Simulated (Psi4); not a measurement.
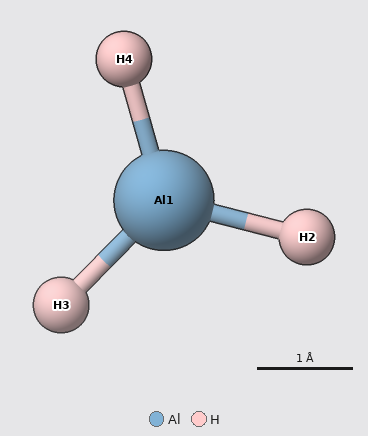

The structure (ball-and-stick view, seen on its broad side; atoms are numbered from 1 in the order of the input). Sticks mark near contacts.

**AlH3: single-point calculation**

- system: AlH3
- method: MP2-F12/aug-cc-pVDZ, RHF (Psi4 1.11)

The geometry comes from this level: GFN2-xTB.

The program's output:
```
Psi4 1.11 release

   => Loading Basis Set <=

    Name: AUG-CC-PVDZ
    Role: ORBITAL
    Keyword: BASIS

         ---------------------------------------------------------
                                   SCF
                              RHF Reference
                        1 Threads,   1525 MiB Core
         ---------------------------------------------------------

  ==> Geometry <==

    Molecular point group: c1
    Full point group: C1

    Geometry (in Bohr), charge = 0, multiplicity = 1:

       Center              X                  Y                   Z               Mass
    ------------   -----------------  -----------------  -----------------  -----------------
         AL          -0.000018900000    -0.000037790000     0.000037790000    26.981538530000
         H            2.934083270000    -0.057674440000     0.027608900000     1.007825032230
         H           -1.416935550000     2.569725170000    -0.036131560000     1.007825032230
         H           -1.517128820000    -2.512012940000     0.008465970000     1.007825032230

  Running in c1 symmetry.

  Rotational constants: A =      4.62397  B =      4.62344  C =      2.31185 [cm^-1]
  Rotational constants: A = 138623.22863  B = 138607.32436  C =  69307.63823 [MHz]
  Nuclear repulsion =   13.879459649751499

  Charge       = 0
  Multiplicity = 1
  Electrons    = 16
  Nalpha       = 8
  Nbeta        = 8

  ==> Algorithm <==

  SCF Algorithm Type is DF.
  DIIS enabled.
  MOM disabled.
  Fractional occupation disabled.
  Guess Type is SAD.
  Energy threshold   = 1.00e-08
  Density threshold  = 1.00e-08
  Integral threshold = 1.00e-12

  ==> Primary Basis <==

  Basis Set: AUG-CC-PVDZ
    Blend: AUG-CC-PVDZ
    Number of shells: 26
    Number of basis functions: 54
    Number of Cartesian functions: 56
    Spherical Harmonics?: true
    Max angular momentum: 2

   => Loading Basis Set <=

    Name: (AUG-CC-PVDZ AUX)
    Role: RIFIT
    Keyword: DF_BASIS_F12

  ==> Integral Setup <==

  DFHelper Memory: AOs need 0.004 GiB; user supplied 1.118 GiB.
  SCF_SUBTYPE=INCORE selected. In-core MEM_DF algorithm will be used.
  Using in-core AOs.

  ==> MemDFJK: Density-Fitted J/K Matrices <==

    J tasked:                   Yes
    K tasked:                   Yes
    wK tasked:                   No
    Memory [MiB]:              1144
    Algorithm:                 Core
    Schwarz Cutoff:           1E-12
    Mask sparsity (%):       0.0000
    Fitting Condition:        1E-10

   => Auxiliary Basis Set <=

  Basis Set: (AUG-CC-PVDZ AUX)
    Blend: AUG-CC-PVDZ-RI
    Number of shells: 55
    Number of basis functions: 161
    Number of Cartesian functions: 185
    Spherical Harmonics?: true
    Max angular momentum: 3

  Minimum eigenvalue in the overlap matrix is 1.4332052109E-03.
  Reciprocal condition number of the overlap matrix is 2.2608091004E-04.
    Using symmetric orthogonalization.

  ==> Pre-Iterations <==

  SCF Guess: Superposition of Atomic Densities via on-the-fly atomic UHF (no occupation information).

   -------------------------
    Irrep   Nso     Nmo
   -------------------------
     A         54      54
   -------------------------
    Total      54      54
   -------------------------

  ==> Iterations <==

                           Total Energy        Delta E     RMS |[F,P]|

   @DF-RHF iter SAD:  -243.01279078197746   -2.43013e+02   0.00000e+00
   @DF-RHF iter   1:  -243.62098214070033   -6.08191e-01   1.20566e-03 DIIS/ADIIS
   @DF-RHF iter   2:  -243.62644442257692   -5.46228e-03   3.22388e-04 DIIS/ADIIS
   @DF-RHF iter   3:  -243.62699782991962   -5.53407e-04   3.82247e-05 DIIS
   @DF-RHF iter   4:  -243.62700698543739   -9.15552e-06   4.38794e-06 DIIS
   @DF-RHF iter   5:  -243.62700709568279   -1.10245e-07   5.74929e-07 DIIS
   @DF-RHF iter   6:  -243.62700709754944   -1.86665e-09   5.01209e-08 DIIS
   @DF-RHF iter   7:  -243.62700709756166   -1.22213e-11   5.84172e-09 DIIS
  Energy and wave function converged.

  ==> Post-Iterations <==

    Orbital Energies [Eh]
    ---------------------

    Doubly Occupied:

       1A    -58.476818     2A     -4.891409     3A     -3.204327
       4A     -3.201360     5A     -3.201359     6A     -0.574947
       7A     -0.433273     8A     -0.433263

    Virtual:

       9A      0.014811    10A      0.033608    11A      0.033608
      12A      0.042170    13A      0.071101    14A      0.092354
      15A      0.110454    16A      0.110455    17A      0.137273
      18A      0.137274    19A      0.148959    20A      0.148959
      21A      0.161017    22A      0.270422    23A      0.305523
      24A      0.305525    25A      0.308271    26A      0.348529
      27A      0.348536    28A      0.361690    29A      0.407356
      30A      0.407357    31A      0.427883    32A      0.475737
      33A      0.475744    34A      0.517693    35A      0.551932
      36A      0.598929    37A      0.598935    38A      0.707014
      39A      0.707028    40A      0.878960    41A      0.878968
      42A      0.888169    43A      1.133184    44A      1.230836
      45A      1.230881    46A      1.841441    47A      1.895184
      48A      1.925360    49A      1.925367    50A      1.973167
      51A      1.973180    52A      2.038379    53A      2.216560
      54A      2.216571

    Final Occupation by Irrep:
              A
    DOCC [     8 ]
    NA   [     8 ]
    NB   [     8 ]

  @DF-RHF Final Energy:  -243.62700709756166

   => Energetics <=

    Nuclear Repulsion Energy =             13.8794596497514995
    One-Electron Energy =                -366.1794193663375836
    Two-Electron Energy =                 108.6729526190244428
    Total Energy =                       -243.6270070975616591

Computation Completed

Properties will be evaluated at   0.000000,   0.000000,   0.000000 [a0]

Properties computed using the SCF density matrix

 Multipole Moments:

 ------------------------------------------------------------------------------------
     Multipole            Electronic (a.u.)      Nuclear  (a.u.)        Total (a.u.)
 ------------------------------------------------------------------------------------

 L = 1.  Multiply by 2.5417464519 to convert [e a0] to [Debye]
 Dipole X            :          0.0001932           -0.0002268           -0.0000336
 Dipole Y            :          0.0003896           -0.0004535           -0.0000639
 Dipole Z            :         -0.0003733            0.0004346            0.0000613
 Magnitude           :                                                    0.0000947

 ------------------------------------------------------------------------------------

	total time  =          0 seconds =       0.00 minutes

  //>>>>>>>>>>>>>>>>>>>>>>>>>>>>>>>>>>>//
  //               DFMP2               //
  //<<<<<<<<<<<<<<<<<<<<<<<<<<<<<<<<<<<//

   => Loading Basis Set <=

    Name: (AUG-CC-PVDZ AUX)
    Role: RIFIT
    Keyword: DF_BASIS_F12

	 --------------------------------------------------------
	                          DF-MP2
	      2nd-Order Density-Fitted Moller-Plesset Theory
	              RMP2 Wavefunction,   1 Threads

	 --------------------------------------------------------

   => Auxiliary Basis Set <=

  Basis Set: (AUG-CC-PVDZ AUX)
    Blend: AUG-CC-PVDZ-RI
    Number of shells: 55
    Number of basis functions: 161
    Number of Cartesian functions: 185
    Spherical Harmonics?: true
    Max angular momentum: 3

	 --------------------------------------------------------
	                 NBF =    54, NAUX =   161
	 --------------------------------------------------------
	   CLASS    FOCC     OCC    AOCC    AVIR     VIR    FVIR
	   PAIRS       0       8       8      46      46       0
	 --------------------------------------------------------

	-----------------------------------------------------------
	 ==================> DF-MP2 Energies <====================
	-----------------------------------------------------------
	 Reference Energy          =    -243.6270070975616591 [Eh]
	 Singles Energy            =      -0.0000000000000000 [Eh]
	 Same-Spin Energy          =      -0.0065586728392636 [Eh]
	 Opposite-Spin Energy      =      -0.0819433314119031 [Eh]
	 Correlation Energy        =      -0.0885020042511667 [Eh]
	 Total Energy              =    -243.7155091018128132 [Eh]
	-----------------------------------------------------------
	 ================> DF-SCS-MP2 Energies <==================
	-----------------------------------------------------------
	 SCS Same-Spin Scale       =       0.3333333333333333 [-]
	 SCS Opposite-Spin Scale   =       1.2000000000000000 [-]
	 SCS Same-Spin Energy      =      -0.0021862242797545 [Eh]
	 SCS Opposite-Spin Energy  =      -0.0983319976942838 [Eh]
	 SCS Correlation Energy    =      -0.1005182219740383 [Eh]
	 SCS Total Energy          =    -243.7275253195356868 [Eh]
	-----------------------------------------------------------

	total time  =          0 seconds =       0.00 minutes

  //>>>>>>>>>>>>>>>>>>>>>>>>>>>>>>>>>>>//
  //              MP2-F12              //
  //<<<<<<<<<<<<<<<<<<<<<<<<<<<<<<<<<<<//

 -----------------------------------------------------------
                      DF-MP2-F12/3C(FIX)
             Density-Fitted Explicitly Correlated
               2nd Order Moeller-Plesset Theory
                RMP2 Wavefunction,  1 Threads

 -----------------------------------------------------------

 Using DF INCORE algorithm

 ===> Forming the OBS and CABS <===

  Orbital Basis Set (OBS)
  Basis Set: AUG-CC-PVDZ
    Blend: AUG-CC-PVDZ
    Number of shells: 26
    Number of basis functions: 54
    Number of Cartesian functions: 56
    Spherical Harmonics?: true
    Max angular momentum: 2

  Complementary Auxiliary Basis Set (CABS)
    Orthogonalizing basis for space RIBS.
    0 linear dependencies will be 'removed'.
    Projecting out 'ALL' from 'RIBS' to obtain space 'CABS'
    0 linear dependencies will be 'removed'.
        Orbital space before projecting out:    (n = 1): 190
        Orbital space after projecting out:     (n = 1): 136

  Basis Set: CABS
    Blend: AUG-CC-PVDZ + AUG-CC-PVDZ-OPTRI
    Number of shells: 68
    Number of basis functions: 190
    Number of Cartesian functions: 217
    Spherical Harmonics?: true
    Max angular momentum: 4

  Auxiliary Basis Set
  Basis Set: (AUG-CC-PVDZ AUX)
    Blend: AUG-CC-PVDZ-RI
    Number of shells: 55
    Number of basis functions: 161
    Number of Cartesian functions: 185
    Spherical Harmonics?: true
    Max angular momentum: 3

  ----------------------------------------
      NOCC   NOBS   NCABS    NRI   NAUX
  ----------------------------------------
         8     54     136    190    161
  ----------------------------------------

 ===> Forming the Integrals <===
 No screening will be used to compute integrals
   Fock Matrix
   One-Electron Integrals
     Forming J
     Forming K

 ===> Forming the F12 Intermediate Tensors <===
   [J_AB]^(-1)
   V Intermediate
   X Intermediate
   C Intermediate
   B Intermediate

 ===> Computing F12/3C(FIX) Energy Correction <===

  i   j  |     E_F12(Singlet)     E_F12(Triplet)            E_F12
 ----------------------------------------------------------------------
  1   1  |    -0.025889498899     0.000000000000      -0.025889498899
  1   2  |    -0.000831701447    -0.001527537979      -0.002359239426
  1   3  |     0.013709049149     0.002011157518       0.015720206667
  1   4  |     0.013862616788     0.002198071013       0.016060687800
  1   5  |     0.013862575414     0.002198018290       0.016060593704
  1   6  |     0.000861974680     0.000616578852       0.001478553532
  1   7  |     0.000671245728     0.000321524389       0.000992770117
  1   8  |     0.000671187099     0.000321499214       0.000992686313
  2   2  |    -0.009965673511     0.000000000000      -0.009965673511
  2   3  |    -0.011858098879    -0.006252606103      -0.018110704981
  2   4  |    -0.011337280841    -0.006037620897      -0.017374901738
  2   5  |    -0.011337324786    -0.006037640878      -0.017374965664
  2   6  |    -0.000156188911    -0.000476770142      -0.000632959053
  2   7  |    -0.000074647368    -0.000406816370      -0.000481463737
  2   8  |    -0.000074635116    -0.000406775882      -0.000481410998
  3   3  |    -0.023068418846     0.000000000000      -0.023068418846
  3   4  |    -0.015612775017    -0.025050553461      -0.040663328478
  3   5  |    -0.015612805392    -0.025050595887      -0.040663401279
  3   6  |    -0.000759213104    -0.001922870548      -0.002682083652
  3   7  |    -0.000235257652    -0.001086104875      -0.001321362527
  3   8  |    -0.000235233825    -0.001086007921      -0.001321241745
  4   4  |    -0.022258877313     0.000000000000      -0.022258877313
  4   5  |    -0.015229121694    -0.024572776956      -0.039801898650
  4   6  |    -0.000793477707    -0.001905734335      -0.002699212042
  4   7  |    -0.000907782043    -0.000861840873      -0.001769622915
  4   8  |    -0.000247487564    -0.001058308014      -0.001305795578
  5   5  |    -0.022258935504     0.000000000000      -0.022258935504
  5   6  |    -0.000793454846    -0.001905704381      -0.002699159228
  5   7  |    -0.000247517833    -0.001058414777      -0.001305932610
  5   8  |    -0.000907692657    -0.000861770186      -0.001769462843
  6   6  |    -0.002302717505     0.000000000000      -0.002302717505
  6   7  |    -0.004591004640    -0.000360328670      -0.004951333309
  6   8  |    -0.004590076629    -0.000360314497      -0.004950391126
  7   7  |    -0.003576833322     0.000000000000      -0.003576833322
  7   8  |    -0.002508514167    -0.000358447875      -0.002866962042
  8   8  |    -0.003577187414     0.000000000000      -0.003577187414

 ===> DF-MP2-F12/3C(FIX) Energies <===

     RHF Reference Energy:              -243.627007097562
     CABS Singles Correction:            -0.008308647020
     CABS-corrected Reference Energy:   -243.635315744581
     MP2 Correlation Energy:             -0.088502004251
     F12/3C(FIX) Correction Energy:      -0.269179477804
     MP2-F12/3C(FIX) Correlation Energy: -0.357681482055
  Total DF-MP2-F12/3C(FIX) Energy:      -243.992997226636

	total time  =          2 seconds =       0.03 minutes

    Psi4 run time: 0:00:02.74
```

File result.json:
```
{
 "driver": "energy",
 "model": {
  "method": "mp2-f12",
  "basis": "aug-cc-pVDZ"
 },
 "success": true,
 "return_result": -243.99299722663613,
 "properties": {
  "calcinfo_nbasis": 54,
  "calcinfo_nmo": 54,
  "calcinfo_nalpha": 8,
  "calcinfo_nbeta": 8,
  "calcinfo_natom": 4,
  "nuclear_repulsion_energy": 13.8794596497515,
  "return_energy": -243.99299722663613,
  "scf_one_electron_energy": -366.1794193663376,
  "scf_two_electron_energy": 108.67295261902444,
  "scf_dipole_moment": [-3.364687697865465e-05, -6.390400972855481e-05, 6.126645715395264e-05],
  "scf_total_energy": -243.62700709756166,
  "scf_iterations": 7,
  "mp2_same_spin_correlation_energy": -0.006558672839263586,
  "mp2_opposite_spin_correlation_energy": -0.08194333141190313,
  "mp2_singles_energy": -3.35644426984951e-27,
  "mp2_doubles_energy": -0.08850200425116672,
  "mp2_correlation_energy": -0.08850200425116672,
  "mp2_total_energy": -243.7155091018128
 }
}
```

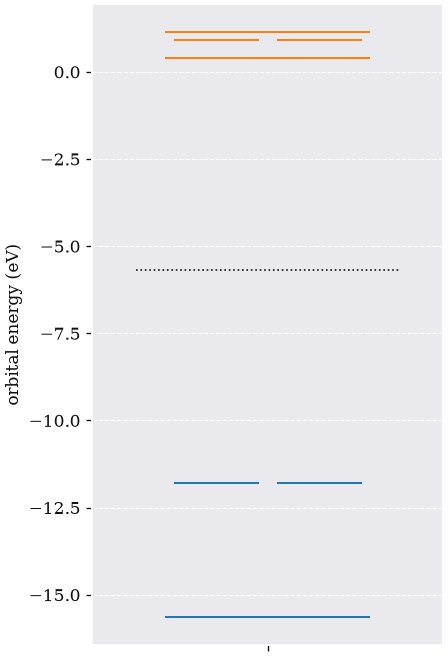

Orbital energies near the frontier (SCF reference); the dotted line parts filled from empty levels, and levels within 0.02 eV of each other stand side by side. Highest filled −11.79 eV, lowest empty 0.40 eV, 12.19 eV apart.

This output came from the following input.

Input (input.json):
```
{
 "schema_name": "qcschema_input",
 "schema_version": 1,
 "molecule": {
  "schema_name": "qcschema_molecule",
  "schema_version": 2,
  "symbols": ["Al", "H", "H", "H"],
  "geometry": [-1.89e-05, -3.779e-05, 3.779e-05, 2.93408327, -0.05767444, 0.0276089, -1.41693555, 2.56972517, -0.03613156, -1.51712882, -2.51201294, 0.00846597],
  "molecular_charge": 0,
  "molecular_multiplicity": 1,
  "fix_com": true,
  "fix_orientation": true
 },
 "driver": "energy",
 "model": {
  "method": "mp2-f12",
  "basis": "aug-cc-pVDZ"
 },
 "keywords": {
  "scf_type": "df"
 }
}
```

Launch command:
```bash
psi4 --qcschema input.json -n 1 --memory 1600MB
```

Results in brief:

```tsv
quantity	value
outcome	converged
total energy	−243.992997 hartree
SCF energy	−243.627007 hartree
MP2 energy	−243.715509 hartree
correlation energy	−0.357681 hartree
basis functions	54
HOMO of the SCF reference	−11.79 eV
LUMO of the SCF reference	0.40 eV
hardware	1 thread of Intel Xeon (Granite Rapids), 128 GiB of memory available, shared host
wall time	3.9 s
peak memory	0.39 GiB
```
